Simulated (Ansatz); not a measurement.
# C4H11B: up Jacob's ladder to CCSD(T), part 1 of 2

Aim: compute C4H11B with functionals from several rungs and with coupled cluster, and see how far each lands from CCSD(T) at the basis-set limit for the atomisation energy.

Method: functionals in def2-TZVPP, the program's frozen cores in correlated methods; program: Ansatz 0.2.0, Gaussian basis.

Levels to be run: LDA (SPW92), PBE-D4, revPBE-D4, BLYP-D4, r2SCAN-D4, B97M-V, PBE0-D4, B3LYP-D4, r2SCANh-D4, r2SCAN0-D4, HSE06-D4, BHLYP-D4, CAM-B3LYP-D4, LC-ωPBE, ωB97X-V, ωB97M-V, B2PLYP, PBE-QIDH; CCSD(T)/def2-SVP; CCSD(T)/def2-TZVPP; MP2/def2-QZVPP; extrapolation to the limit; RPA on PBE.

## 1. The relaxed structure

An earlier PBE0-D4 in a triple-zeta def2 set relaxation fixed the geometry.

SMILES `CCBCC`, 16 atoms, charge 0, spin multiplicity 1.

Atoms are counted from 1 here; the program's logs count them from 0.

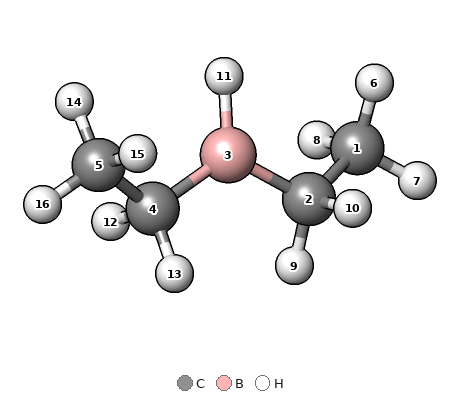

The geometry (carbon grey, boron pink, hydrogen white); atoms are numbered from 1 in the order of the file.

## 2. LDA

This LDA is Slater exchange with PW92 correlation.

in.yaml reads:

```yaml
crystal:
  periodic: [false, false, false]
  atoms:
    - {symbol: C, position_ang: [1.482935, 1.796567, -1.255798]}
    - {symbol: C, position_ang: [1.018960, 1.015008, -0.032876]}
    - {symbol: B, position_ang: [-0.198153, 0.057311, -0.207549]}
    - {symbol: C, position_ang: [-0.415711, -1.187872, 0.704072]}
    - {symbol: C, position_ang: [-1.840211, -1.702433, 0.869732]}
    - {symbol: H, position_ang: [0.649895, 2.330644, -1.719221]}
    - {symbol: H, position_ang: [2.255180, 2.529554, -1.009046]}
    - {symbol: H, position_ang: [1.898568, 1.128733, -2.014774]}
    - {symbol: H, position_ang: [1.858960, 0.515735, 0.465089]}
    - {symbol: H, position_ang: [0.641625, 1.722510, 0.729809]}
    - {symbol: H, position_ang: [-0.999692, 0.288511, -1.079308]}
    - {symbol: H, position_ang: [0.191526, -1.955137, 0.187116]}
    - {symbol: H, position_ang: [0.082693, -1.070120, 1.674013]}
    - {symbol: H, position_ang: [-2.313831, -1.865150, -0.101453]}
    - {symbol: H, position_ang: [-2.458089, -0.981902, 1.411844]}
    - {symbol: H, position_ang: [-1.877555, -2.644458, 1.422652]}
basis:
  gaussian: {orbitals: def2-TZVPP}
hamiltonian: {xc: lda}
output: {orbitals: {seedname: orbitals}}
```

Started as:

```console
$ ansatz run in.yaml --threads 4 --pin off --events-out ev --progress --plain --max-ram 10444MiB
```

Output (excerpt; [...] marks lines left out):

```text
Functional definition: SPW92
  name "SPW92"
  cite "Dirac, Proc. Camb. Phil. Soc. 26, 376 (1930) doi:10.1017/S0305004100016108"
  cite "Slater, Phys. Rev. 81, 385 (1951) doi:10.1103/PhysRev.81.385"
  cite "Perdew & Wang, Phys. Rev. B 45, 13244 (1992) doi:10.1103/PhysRevB.45.13244"
[...]
1538 factors; their error is unknown
[...]
mean field -4956.01941457 eV, -182.1303541749 hartree, gradient 3.5e-5 eV, S^2 0.000000; 0 other end points of the search recorded, 0 dependent functions left out
reference -4956.01946354 eV, -182.1303559743 hartree; 20, 20 occupied and 289, 289 virtual orbitals, 1538 factors
Total energy: -4956.01946354 eV, -182.1303559743 hartree
```

It took 1.6 s on 4 threads of Arm Neoverse V2, shared host.

With the free atoms at this level, -4883.827 eV in sum, the atomisation energy is 6965.5 kJ/mol. HOMO -6.97 eV, LUMO -1.94 eV.

## 3. PBE-D4 (GGA)

Changes to in.yaml since step 2:

```diff
@@ -21,3 +21,3 @@
   gaussian: {orbitals: def2-TZVPP}
-hamiltonian: {xc: lda}
-output: {orbitals: {seedname: orbitals}}
+hamiltonian: {xc: pbe, dispersion: d4}
+output: {forces: true, orbitals: {seedname: orbitals}}
```

Same command.

Output (excerpt; [...] marks lines left out):

```text
Functional definition: PBE
  name "PBE"
  cite "Perdew, Burke & Ernzerhof, Phys. Rev. Lett. 77, 3865 (1996) doi:10.1103/PhysRevLett.77.3865"
  parent pbe
[...]
1538 factors; their error is unknown
[...]
mean field -4998.05276114 eV, -183.6750511701 hartree, gradient 2.3e-5 eV, S^2 0.000000; 0 other end points of the search recorded, 0 dependent functions left out
[...]
Atom 12 at     0.082693    -1.070120     1.674013 Å, force     0.120617     0.008849     0.190785 eV/Å
Atom 13 at    -2.313831    -1.865150    -0.101453 Å, force    -0.102787    -0.032122    -0.185268 eV/Å
Atom 14 at    -2.458089    -0.981902     1.411844 Å, force    -0.124082     0.134221     0.103904 eV/Å
Atom 15 at    -1.877555    -2.644458     1.422652 Å, force    -0.025777    -0.190046     0.110933 eV/Å
Dipole moment:     0.085758    -0.024402     0.093222 e Å
```

Run time: 3.2 s. Hardware: 4 threads of Arm Neoverse V2, shared host.

Atomisation energy: 6287.8 kJ/mol (free atoms -4933.145 eV, run apart). HOMO -6.89 eV, LUMO -1.67 eV.

## 4. revPBE-D4 (GGA)

Changes to in.yaml since step 3:

```diff
@@ -21,3 +21,3 @@
   gaussian: {orbitals: def2-TZVPP}
-hamiltonian: {xc: pbe, dispersion: d4}
-output: {forces: true, orbitals: {seedname: orbitals}}
+hamiltonian: {xc: {name: revPBE}, dispersion: d4}
+output: {orbitals: {seedname: orbitals}}
```

Same command.

Output (excerpt; [...] marks lines left out):

```text
Functional definition: revPBE
  name "revPBE"
  cite "Zhang & Yang, Phys. Rev. Lett. 80, 890 (1998) doi:10.1103/PhysRevLett.80.890"
  cite "Perdew, Burke & Ernzerhof, Phys. Rev. Lett. 77, 3865 (1996) doi:10.1103/PhysRevLett.77.3865"
[...]
1538 factors; their error is unknown
[...]
mean field -5004.07153586 eV, -183.8962370615 hartree, gradient 3.9e-5 eV, S^2 0.000000; 0 other end points of the search recorded, 0 dependent functions left out
reference -5004.07160363 eV, -183.8962395517 hartree; 20, 20 occupied and 289, 289 virtual orbitals, 1538 factors
Total energy: -5004.97243010 eV, -183.9293443141 hartree
```

It took 2.6 s on 4 threads of Arm Neoverse V2, shared host.

Atomisation energy: 6166.7 kJ/mol (free atoms -4941.059 eV, run apart). HOMO -6.84 eV, LUMO -1.55 eV.

## 5. BLYP-D4 (GGA)

Changes to in.yaml since step 4:

```diff
@@ -21,3 +21,3 @@
   gaussian: {orbitals: def2-TZVPP}
-hamiltonian: {xc: {name: revPBE}, dispersion: d4}
+hamiltonian: {xc: {name: BLYP}, dispersion: d4}
 output: {orbitals: {seedname: orbitals}}
```

The command is unchanged.

Output (excerpt; [...] marks lines left out):

```text
Functional definition: BLYP
  name "BLYP"
  cite "Becke, Phys. Rev. A 38, 3098 (1988) doi:10.1103/PhysRevA.38.3098"
  cite "Lee, Yang & Parr, Phys. Rev. B 37, 785 (1988) doi:10.1103/PhysRevB.37.785"
[...]
1538 factors; their error is unknown
[...]
mean field -5002.46763553 eV, -183.8372948115 hartree, gradient 3.3e-5 eV, S^2 0.000000; 0 other end points of the search recorded, 0 dependent functions left out
reference -5002.46809551 eV, -183.8373117152 hartree; 20, 20 occupied and 289, 289 virtual orbitals, 1538 factors
Total energy: -5003.04870624 eV, -183.8586487662 hartree
```

Run time: 2.7 s. Hardware: 4 threads of Arm Neoverse V2, shared host.

With the free atoms at this level, -4939.160 eV in sum, the atomisation energy is 6164.3 kJ/mol. HOMO -6.81 eV, LUMO -1.53 eV.

## 6. r2SCAN-D4 (meta-GGA)

Changes to in.yaml since step 5:

```diff
@@ -21,3 +21,3 @@
   gaussian: {orbitals: def2-TZVPP}
-hamiltonian: {xc: {name: BLYP}, dispersion: d4}
-output: {orbitals: {seedname: orbitals}}
+hamiltonian: {xc: r2scan, dispersion: d4}
+output: {forces: true, orbitals: {seedname: orbitals}}
```

Launched as before.

Output:

```text
Functional definition: r2SCAN
  name "r2SCAN"
  cite "Furness, Kaplan, Ning, Perdew & Sun, J. Phys. Chem. Lett. 11, 8208 (2020) doi:10.1021/acs.jpclett.0c02405"
  cite "Furness, Kaplan, Ning, Perdew & Sun, J. Phys. Chem. Lett. 11, 9248 (2020) doi:10.1021/acs.jpclett.0c03077"
  parent r2scan
  parameter k0 = 0.174
  parameter k1 = 0.065
  parameter a1 = 4.9479
  exchange = r2scan_x(k0 = k0, k1 = k1, a1 = a1)
  correlation = r2scan_c
1538 factors; their error is unknown
mean field evaluation 1: about -4984.8077 eV, gradient 8.6e1 eV
mean field evaluation 2: about -4970.9545 eV, gradient 1.1e2 eV
mean field evaluation 4: about -5002.4008 eV, gradient 1.8e0 eV
mean field evaluation 8: about -5002.4184 eV, gradient 4.1e-2 eV
mean field evaluation 16: about -5002.3722 eV, gradient 4.5e-4 eV
mean field -5002.37219378 eV, -183.8337873917 hartree, gradient 8.3e-5 eV, S^2 0.000000; 0 other end points of the search recorded, 0 dependent functions left out
the calculation of the forces begins
reference -5002.37220859 eV, -183.8337879358 hartree; 20, 20 occupied and 289, 289 virtual orbitals, 1538 factors
Total energy: -5002.44120676 eV, -183.8363235721 hartree
Atom 0 at     1.482935     1.796567    -1.255798 Å, force     0.056188     0.101109    -0.119655 eV/Å
Atom 1 at     1.018960     1.015008    -0.032876 Å, force    -0.049488    -0.092175     0.080004 eV/Å
Atom 2 at    -0.198153     0.057311    -0.207549 Å, force    -0.016839     0.004902    -0.019514 eV/Å
Atom 3 at    -0.415711    -1.187872     0.704072 Å, force     0.106386     0.075965    -0.015786 eV/Å
Atom 4 at    -1.840211    -1.702433     0.869732 Å, force    -0.146374    -0.074987     0.019314 eV/Å
Atom 5 at     0.649895     2.330644    -1.719221 Å, force     0.016123    -0.010700     0.008152 eV/Å
Atom 6 at     2.255180     2.529554    -1.009046 Å, force    -0.007423    -0.007618    -0.012804 eV/Å
Atom 7 at     1.898568     1.128733    -2.014774 Å, force    -0.009265     0.010114     0.013082 eV/Å
Atom 8 at     1.858960     0.515735     0.465089 Å, force     0.004436     0.008100     0.014659 eV/Å
Atom 9 at     0.641625     1.722510     0.729809 Å, force     0.006459     0.000411     0.010637 eV/Å
Atom 10 at    -0.999692     0.288511    -1.079308 Å, force     0.010075    -0.003611     0.010592 eV/Å
Atom 11 at     0.191526    -1.955137     0.187116 Å, force     0.008197    -0.004286     0.006301 eV/Å
Atom 12 at     0.082693    -1.070120     1.674013 Å, force     0.010460    -0.012939     0.002352 eV/Å
Atom 13 at    -2.313831    -1.865150    -0.101453 Å, force     0.008586     0.004301     0.019248 eV/Å
Atom 14 at    -2.458089    -0.981902     1.411844 Å, force     0.011953    -0.010942    -0.010955 eV/Å
Atom 15 at    -1.877555    -2.644458     1.422652 Å, force    -0.009472     0.012357    -0.005627 eV/Å
Dipole moment:     0.083168    -0.023664     0.090410 e Å
```

Run time: 6 s. Hardware: 4 threads of Arm Neoverse V2, shared host.

Atomisation energy: 6219.0 kJ/mol (free atoms -4937.986 eV, run apart). HOMO -7.16 eV, LUMO -1.26 eV.

## 7. B97M-V (meta-GGA)

Changes to in.yaml since step 6:

```diff
@@ -21,3 +21,3 @@
   gaussian: {orbitals: def2-TZVPP}
-hamiltonian: {xc: r2scan, dispersion: d4}
-output: {forces: true, orbitals: {seedname: orbitals}}
+hamiltonian: {xc: {name: B97M-V}}
+output: {orbitals: {seedname: orbitals}}
```

Launched as before.

Output (excerpt; [...] marks lines left out):

```text
Functional definition: B97M-V
  name "B97M-V"
  cite "Mardirossian & Head-Gordon, J. Chem. Phys. 142, 074111 (2015) doi:10.1063/1.4907719"
  cite "Becke, J. Chem. Phys. 107, 8554 (1997) doi:10.1063/1.475007"
  cite "Vydrov & Van Voorhis, J. Chem. Phys. 133, 244103 (2010) doi:10.1063/1.3521275"
  # Of w^i u^j: cxij and so on, Table III.
[...]
  gx(w, u) = cx00 + cx01*u + cx02*u^2 + (cx10 + cx11*u)*w
[...]
  gos(w, u) = cos00 + cos01*u + cos03*u^3 + cos10*w + cos32*w^3*u^2
[...]
      + integral(e_c_pw_mod_opposite_spin*gos(b97_w_opposite, b97_u_opposite)) + vv10(b, c)
1538 factors; their error is unknown
[...]
mean field -5006.22184968 eV, -183.9752596368 hartree, gradient 8.9e-5 eV, S^2 0.000000; 0 other end points of the search recorded, 0 dependent functions left out
reference -5006.22192188 eV, -183.9752622900 hartree; 20, 20 occupied and 289, 289 virtual orbitals, 1538 factors
Total energy: -5006.22192188 eV, -183.9752622900 hartree
```

It took 11 s on 4 threads of Arm Neoverse V2, shared host.

With the free atoms at this level, -4941.758 eV in sum, the atomisation energy is 6219.9 kJ/mol. HOMO -7.30 eV, LUMO -1.34 eV.

## 8. PBE0-D4 (hybrid)

Changes to in.yaml since step 7:

```diff
@@ -21,3 +21,3 @@
   gaussian: {orbitals: def2-TZVPP}
-hamiltonian: {xc: {name: B97M-V}}
+hamiltonian: {xc: pbe0, dispersion: d4}
 output: {orbitals: {seedname: orbitals}}
```

Its log isn't repeated here (it stands with the study of this molecule's fields); it ends on a total energy of -4999.471546 eV.

Atomisation energy: 6238.2 kJ/mol (free atoms -4934.817 eV, run apart). HOMO -8.25 eV, LUMO -0.66 eV.

## 9. B3LYP-D4 (hybrid)

B3LYP here takes the VWN-RPA correlation.

Changes to in.yaml since step 8:

```diff
@@ -21,3 +21,3 @@
   gaussian: {orbitals: def2-TZVPP}
-hamiltonian: {xc: pbe0, dispersion: d4}
-output: {orbitals: {seedname: orbitals}}
+hamiltonian: {xc: {name: B3LYP}, dispersion: d4}
+output: {forces: true, orbitals: {seedname: orbitals}}
```

Same command.

Output (excerpt; [...] marks lines left out):

```text
Functional definition: B3LYP
  name "B3LYP"
  cite "Stephens, Devlin, Chabalowski & Frisch, J. Phys. Chem. 98, 11623 (1994) doi:10.1021/j100096a001"
  cite "Becke, Phys. Rev. A 38, 3098 (1988) doi:10.1103/PhysRevA.38.3098"
  cite "Lee, Yang & Parr, Phys. Rev. B 37, 785 (1988) doi:10.1103/PhysRevB.37.785"
  cite "Vosko, Wilk & Nusair, Can. J. Phys. 58, 1200 (1980) doi:10.1139/p80-159"
[...]
1538 factors; their error is unknown
[...]
Atom 12 at     0.082693    -1.070120     1.674013 Å, force    -0.029430    -0.011037    -0.036795 eV/Å
Atom 13 at    -2.313831    -1.865150    -0.101453 Å, force     0.013400     0.000707     0.048966 eV/Å
Atom 14 at    -2.458089    -0.981902     1.411844 Å, force     0.017627    -0.034921    -0.020174 eV/Å
Atom 15 at    -1.877555    -2.644458     1.422652 Å, force    -0.008956     0.040711    -0.023574 eV/Å
Dipole moment:     0.078357    -0.022291     0.085213 e Å
```

Wall time 6 s (4 threads of Arm Neoverse V2, shared host); peak memory 0.95 GiB.

Atomisation energy: 6213.6 kJ/mol (free atoms -4942.282 eV, run apart). HOMO -8.06 eV, LUMO -0.89 eV.

## 10. r2SCANh-D4 (hybrid)

Changes to in.yaml since step 9:

```diff
@@ -21,3 +21,3 @@
   gaussian: {orbitals: def2-TZVPP}
-hamiltonian: {xc: {name: B3LYP}, dispersion: d4}
-output: {forces: true, orbitals: {seedname: orbitals}}
+hamiltonian: {xc: {name: r2SCANh}, dispersion: d4}
+output: {orbitals: {seedname: orbitals}}
```

The command is unchanged.

Output (excerpt; [...] marks lines left out):

```text
Functional definition: r2SCANh
  name "r2SCANh"
  cite "Bursch, Neugebauer, Ehlert & Grimme, J. Chem. Phys. 156, 134105 (2022) doi:10.1063/5.0086040"
  cite "Furness, Kaplan, Ning, Perdew & Sun, J. Phys. Chem. Lett. 11, 8208 (2020) doi:10.1021/acs.jpclett.0c02405"
  cite "Furness, Kaplan, Ning, Perdew & Sun, J. Phys. Chem. Lett. 11, 9248 (2020) doi:10.1021/acs.jpclett.0c03077"
  parent r2scan
[...]
1538 factors; their error is unknown
[...]
mean field -5002.25906566 eV, -183.8296300100 hartree, gradient 1.5e-5 eV, S^2 0.000000; 0 other end points of the search recorded, 0 dependent functions left out
reference -5002.25907923 eV, -183.8296305088 hartree; 20, 20 occupied and 289, 289 virtual orbitals, 1538 factors
Total energy: -5002.33087477 eV, -183.8322689460 hartree
```

It took 6 s on 4 threads of Arm Neoverse V2, shared host; peak memory 0.76 GiB.

With the free atoms at this level, -4938.049 eV in sum, the atomisation energy is 6202.3 kJ/mol. HOMO -7.66 eV, LUMO -0.92 eV.

## 11. r2SCAN0-D4 (hybrid)

Changes to in.yaml since step 10:

```diff
@@ -21,3 +21,3 @@
   gaussian: {orbitals: def2-TZVPP}
-hamiltonian: {xc: {name: r2SCANh}, dispersion: d4}
+hamiltonian: {xc: {name: r2SCAN0}, dispersion: d4}
 output: {orbitals: {seedname: orbitals}}
```

Same command.

Output (excerpt; [...] marks lines left out):

```text
Functional definition: r2SCAN0
  name "r2SCAN0"
  cite "Bursch, Neugebauer, Ehlert & Grimme, J. Chem. Phys. 156, 134105 (2022) doi:10.1063/5.0086040"
  cite "Furness, Kaplan, Ning, Perdew & Sun, J. Phys. Chem. Lett. 11, 8208 (2020) doi:10.1021/acs.jpclett.0c02405"
  cite "Furness, Kaplan, Ning, Perdew & Sun, J. Phys. Chem. Lett. 11, 9248 (2020) doi:10.1021/acs.jpclett.0c03077"
  parent r2scan
[...]
1538 factors; their error is unknown
[...]
mean field -5002.11360943 eV, -183.8242845922 hartree, gradient 3.9e-5 eV, S^2 0.000000; 0 other end points of the search recorded, 0 dependent functions left out
reference -5002.11362117 eV, -183.8242850234 hartree; 20, 20 occupied and 289, 289 virtual orbitals, 1538 factors
Total energy: -5002.19207180 eV, -183.8271680312 hartree
```

Wall time 6 s (4 threads of Arm Neoverse V2, shared host); peak memory 0.76 GiB.

Atomisation energy: 6178.9 kJ/mol (free atoms -4938.153 eV, run apart). HOMO -8.42 eV, LUMO -0.42 eV.

## 12. HSE06-D4 (hybrid)

HSE06 is the plane-wave form, built on full-range PBE exchange.

Changes to in.yaml since step 11:

```diff
@@ -21,3 +21,3 @@
   gaussian: {orbitals: def2-TZVPP}
-hamiltonian: {xc: {name: r2SCAN0}, dispersion: d4}
+hamiltonian: {xc: hse06, dispersion: d4}
 output: {orbitals: {seedname: orbitals}}
```

Launched as before.

Output (excerpt; [...] marks lines left out):

```text
Functional definition: HSE06
  name "HSE06"
  cite "Heyd, Scuseria & Ernzerhof, J. Chem. Phys. 118, 8207 (2003) doi:10.1063/1.1564060"
  cite "Krukau, Vydrov, Izmaylov & Scuseria, J. Chem. Phys. 125, 224106 (2006) doi:10.1063/1.2404663"
  cite "Heyd & Scuseria, J. Chem. Phys. 120, 7274 (2004) doi:10.1063/1.1668634"
  cite "Ernzerhof & Perdew, J. Chem. Phys. 109, 3313 (1998) doi:10.1063/1.476928"
[...]
1538 factors; their error is unknown
132 factors; integrals over basis functions are off by at most 4.1e-7 eV
[...]
mean field -4998.90862236 eV, -183.7065034899 hartree, gradient 4.4e-5 eV, S^2 0.000000; 0 other end points of the search recorded, 0 dependent functions left out
reference -4998.90867426 eV, -183.7065053969 hartree; 20, 20 occupied and 289, 289 virtual orbitals, 1538 factors
Total energy: -4999.10988342 eV, -183.7138996974 hartree
```

Wall time 3.9 s (4 threads of Arm Neoverse V2, shared host); peak memory 0.78 GiB.

Atomisation energy: 6241.7 kJ/mol (free atoms -4934.419 eV, run apart). HOMO -7.84 eV, LUMO -1.04 eV.

## 13. BHLYP-D4 (hybrid)

Changes to in.yaml since step 12:

```diff
@@ -21,3 +21,3 @@
   gaussian: {orbitals: def2-TZVPP}
-hamiltonian: {xc: hse06, dispersion: d4}
+hamiltonian: {xc: {name: BHLYP}, dispersion: d4}
 output: {orbitals: {seedname: orbitals}}
```

The command is unchanged.

Output (excerpt; [...] marks lines left out):

```text
Functional definition: BHLYP
  name "BHLYP"
  cite "Becke, J. Chem. Phys. 98, 1372 (1993) doi:10.1063/1.464304"
  cite "Becke, Phys. Rev. A 38, 3098 (1988) doi:10.1103/PhysRevA.38.3098"
  cite "Lee, Yang & Parr, Phys. Rev. B 37, 785 (1988) doi:10.1103/PhysRevB.37.785"
[...]
1742 factors; their error is unknown
[...]
mean field -5002.62043932 eV, -183.8429102473 hartree, gradient 4.3e-5 eV, S^2 0.000000; 0 other end points of the search recorded, 0 dependent functions left out
reference -5002.62066432 eV, -183.8429185155 hartree; 20, 20 occupied and 289, 289 virtual orbitals, 1742 factors
Total energy: -5002.90458860 eV, -183.8533525406 hartree
```

Run time: 3.6 s. Hardware: 4 threads of Arm Neoverse V2, shared host; peak memory 0.77 GiB.

Atomisation energy: 6103.2 kJ/mol (free atoms -4939.649 eV, run apart). HOMO -9.57 eV, LUMO 0.37 eV.

## 14. CAM-B3LYP-D4 (range-separated)

Changes to in.yaml since step 13:

```diff
@@ -21,3 +21,3 @@
   gaussian: {orbitals: def2-TZVPP}
-hamiltonian: {xc: {name: BHLYP}, dispersion: d4}
+hamiltonian: {xc: {name: CAM-B3LYP}, dispersion: d4}
 output: {orbitals: {seedname: orbitals}}
```

The command is unchanged.

Output (excerpt; [...] marks lines left out):

```text
Functional definition: CAM-B3LYP
  name "CAM-B3LYP"
  cite "Yanai, Tew & Handy, Chem. Phys. Lett. 393, 51 (2004) doi:10.1016/j.cplett.2004.06.011"
  cite "Iikura, Tsuneda, Yanai & Hirao, J. Chem. Phys. 115, 3540 (2001) doi:10.1063/1.1383587"
  cite "Becke, Phys. Rev. A 38, 3098 (1988) doi:10.1103/PhysRevA.38.3098"
  cite "Lee, Yang & Parr, Phys. Rev. B 37, 785 (1988) doi:10.1103/PhysRevB.37.785"
[...]
  # Exact exchange under (alpha + beta erf(omega r))/r, Becke's under what is left of 1/r.
[...]
1538 factors; their error is unknown
438 factors; integrals over basis functions are off by at most 1.1e-5 eV
[...]
mean field -5002.62846682 eV, -183.8432052524 hartree, gradient 4.2e-5 eV, S^2 0.000000; 0 other end points of the search recorded, 0 dependent functions left out
reference -5002.62863141 eV, -183.8432113009 hartree; 20, 20 occupied and 289, 289 virtual orbitals, 1538 factors
Total energy: -5002.84594151 eV, -183.8511972997 hartree
```

Run time: 3.9 s. Hardware: 4 threads of Arm Neoverse V2, shared host; peak memory 0.86 GiB.

With the free atoms at this level, -4938.204 eV in sum, the atomisation energy is 6237.0 kJ/mol. HOMO -9.68 eV, LUMO 0.42 eV.

## 15. LC-ωPBE (range-separated)

Changes to in.yaml since step 14:

```diff
@@ -21,3 +21,3 @@
   gaussian: {orbitals: def2-TZVPP}
-hamiltonian: {xc: {name: CAM-B3LYP}, dispersion: d4}
+hamiltonian: {xc: {name: LC-wPBE}}
 output: {orbitals: {seedname: orbitals}}
```

Same command.

Output (excerpt; [...] marks lines left out):

```text
Functional definition: LC-wPBE
  name "LC-wPBE"
  cite "Vydrov & Scuseria, J. Chem. Phys. 125, 234109 (2006) doi:10.1063/1.2409292"
  cite "Heyd & Scuseria, J. Chem. Phys. 120, 7274 (2004) doi:10.1063/1.1668634"
  cite "Ernzerhof & Perdew, J. Chem. Phys. 109, 3313 (1998) doi:10.1063/1.476928"
  cite "Perdew, Burke & Ernzerhof, Phys. Rev. Lett. 77, 3865 (1996) doi:10.1103/PhysRevLett.77.3865"
  parent pbe
[...]
1538 factors; their error is unknown
536 factors; integrals over basis functions are off by at most 2.3e-5 eV
[...]
mean field -5002.61819312 eV, -183.8428277006 hartree, gradient 2.5e-5 eV, S^2 0.000000; 0 other end points of the search recorded, 0 dependent functions left out
reference -5002.61819312 eV, -183.8428277009 hartree; 20, 20 occupied and 289, 289 virtual orbitals, 1538 factors
Total energy: -5002.61819312 eV, -183.8428277009 hartree
```

Wall time 3 s (4 threads of Arm Neoverse V2, shared host); peak memory 0.61 GiB.

With the free atoms at this level, -4938.394 eV in sum, the atomisation energy is 6196.7 kJ/mol. HOMO -11.03 eV, LUMO 1.66 eV.

(Continued in part 2 of 2.)
